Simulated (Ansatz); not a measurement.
# B3LYP/6-31G(d) (spherical functions) run of B2O2 (diboron dioxide)

Aim: the vertical singlet–triplet gap of B2O2 (diboron dioxide) at B3LYP/6-31G* (spherical functions), from 2 runs. 

Program for the calculation: Ansatz 0.2.0.

47 further runs of the same task are left out: 5 that didn't finish, 42 set aside as unsound or not needed.

**1. The system as given**

B2O2 has 4 atoms, charge 0, and is taken as a singlet. As SMILES, `O=BB=O`. The shape is that of a PBE0-D4/def2-TZVP optimisation.

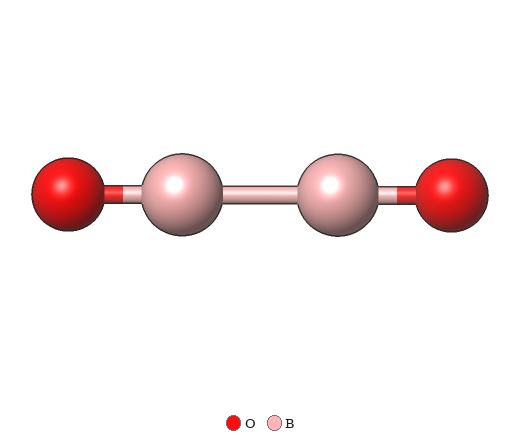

Viewed from a chosen angle; oxygen red, boron pink.

**2. A single-point energy at B3LYP/6-31G(d) (spherical functions)**

Input file job.yaml:

```yaml
crystal:
  periodic: [false, false, false]
  atoms:
    - {symbol: O, position_ang: [-0.743090, 0.459760, 1.817650]}
    - {symbol: B, position_ang: [-0.302300, 0.187070, 0.739120]}
    - {symbol: B, position_ang: [0.302150, -0.186920, -0.739220]}
    - {symbol: O, position_ang: [0.743230, -0.459920, -1.817550]}
basis:
  gaussian: {orbitals: 6-31G_st_-spherical.json}
total_charge: 0
hamiltonian: {xc: {name: B3LYP}}
accuracy: high
output: {orbitals: {seedname: orbitals}}
```

The basis set 6-31G* is read from a file made from the Basis Set Exchange's data (not shown).

Run with:

```sh
ansatz run job.yaml --threads 1 --pin off --max-ram 3480MiB --events-out events.jsonl --progress --plain --runs-dir runs
```

The program printed:

```text
Warning: RAYON_NUM_THREADS=1 ignored (pool sized by the plan → 1); use --threads N
Functional definition: B3LYP
  name "B3LYP"
  parameter a0 = 0.2
  parameter ax = 0.72
  parameter ac = 0.81
  exchange = (1 - a0 - ax)*slater_x + ax*b88_x + a0*exact_x
  correlation = (1 - ac)*vwn_rpa_c + ac*lyp_c
1083 factors; integrals over basis functions are off by at most 3.1e-9 eV
mean field evaluation 1: about -5438.5016 eV, gradient 7.4e1 eV
mean field evaluation 2: about -5369.3034 eV, gradient 1.9e2 eV
mean field evaluation 4: about -5448.6419 eV, gradient 3.9e0 eV
mean field evaluation 8: about -5448.6826 eV, gradient 2.3e-2 eV
mean field evaluation 16: about -5448.6826 eV, gradient 3.3e-7 eV
mean field -5448.68255227 eV, -200.2353905461 hartree, gradient 6.3e-8 eV, S^2 0.000000; 0 other end points of the search recorded, 0 dependent functions left out
reference -5448.68257942 eV, -200.2353915441 hartree; 13, 13 occupied and 43, 43 virtual orbitals, 1083 factors
Total energy: -5448.68257942 eV, -200.2353915441 hartree
```

Wall time 1.1 s (1 thread of Intel Xeon 6975P-C (Granite Rapids), shared host); peak memory 0.15 GiB.

**3. The triplet at the same level**

Input file in.yaml:

```yaml
crystal:
  periodic: [false, false, false]
  atoms:
    - symbol: O
      position_ang: [-0.743090, 0.459760, 1.817650]
    - symbol: B
      position_ang: [-0.302300, 0.187070, 0.739120]
    - symbol: B
      position_ang: [0.302150, -0.186920, -0.739220]
    - symbol: O
      position_ang: [0.743230, -0.459920, -1.817550]
basis:
  gaussian:
    orbitals: 6-31G_st_-spherical.json
magnetization:
  spin_polarized: true
  initial_magnetization: 2
output:
  orbitals: {seedname: orbitals}
hamiltonian:
  xc: {name: B3LYP}
accuracy: high
```

The basis set 6-31G* is read from a file made from the Basis Set Exchange's data (not shown).

Run with:

```sh
ansatz run in.yaml --threads 1 --pin off --max-ram 3480MiB --events-out events.jsonl --progress --plain --runs-dir runs
```

The program printed:

```text
Warning: RAYON_NUM_THREADS=1 ignored (pool sized by the plan → 1); use --threads N
[... 7 set-up lines as earlier in the session ...]
1083 factors; integrals over basis functions are off by at most 3.1e-9 eV
mean field evaluation 1: about -5438.0715 eV, gradient 3.4e1 eV
mean field evaluation 2: about -5426.5226 eV, gradient 6.4e1 eV
mean field evaluation 4: about -5442.2184 eV, gradient 9.0e-1 eV
mean field evaluation 8: about -5442.3367 eV, gradient 8.8e-2 eV
mean field evaluation 16: about -5442.3368 eV, gradient 5.7e-4 eV
mean field evaluation 32: about -5442.6468 eV, gradient 2.7e-5 eV
mean field evaluation 64: about -5442.6468 eV, gradient 1.0e-7 eV
mean field -5442.64684778 eV, -200.0135824972 hartree, gradient 1.2e-8 eV, S^2 2.003555; 12 other end points of the search recorded, 0 dependent functions left out
reference -5442.64687551 eV, -200.0135835163 hartree; 14, 12 occupied and 42, 44 virtual orbitals, 1083 factors
Total energy: -5442.64687551 eV, -200.0135835163 hartree
```

It took 30 s on 1 thread of Intel Xeon 6975P-C (Granite Rapids), shared host; peak memory 0.22 GiB.

**4. What came out**

At B3LYP/6-31G* (spherical functions):

| quantity | value |
| --- | --- |
| singlet: total energy | -200.23539 Eh |
| singlet: HOMO energy | -10.36 eV |
| singlet: LUMO energy | -2.20 eV |
| singlet: HOMO–LUMO gap | 8.16 eV |
| triplet: total energy | -200.01358 Eh |
| triplet: HOMO energy (highest over α and β) | -4.29 eV |
| triplet: ⟨S²⟩ | 2.004 |
| vertical energy of the triplet above the singlet | 6.036 eV |

In words: At this shape the triplet lies 6.04 eV (582 kJ/mol) above the singlet.
